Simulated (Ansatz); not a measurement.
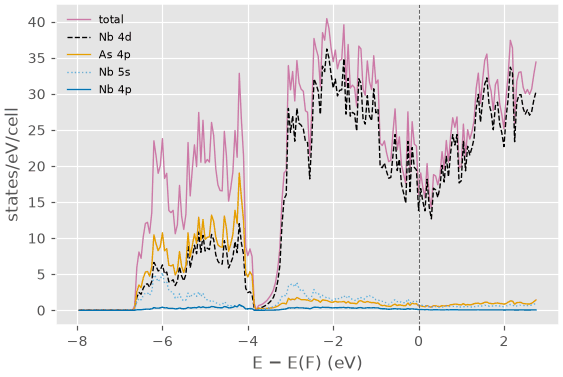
Figure: Total and projected density of states of Nb3As in space group P4_2/n (No. 86; Nb on 8g, Nb on 8g, Nb on 8g, As on 8g), r²SCAN in the plane-wave PAW code Ansatz

Question: Which orbitals carry the states next to the Fermi level?

Answer: Within 0.5 eV of the Fermi level: Nb 4d 88 %. Projections are on Löwdin-orthogonalised atomic valence shells; empty p or d shells of many metals are not among them.

Question: Where is the tallest occupied peak in this window, and what makes it?

Answer: Near -2.1 eV, about 40 states/eV per cell; the largest projected share is Nb 4d.

The workflow started from a Materials Project entry (that database holds measured and hypothetical structures alike); the Crystallography Open Database files this formula in space group No. 86, but the cells were not matched. Its standing as an ambient phase is unchecked. Symmetry was held in the r²SCAN relaxation; whether a distortion lowers the energy is not shown. The run is not spin-polarised. Scalar-relativistic: spin–orbit coupling is off unless named, which matters more the heavier the elements.

Potentials: the later of the program's two PAW sets.
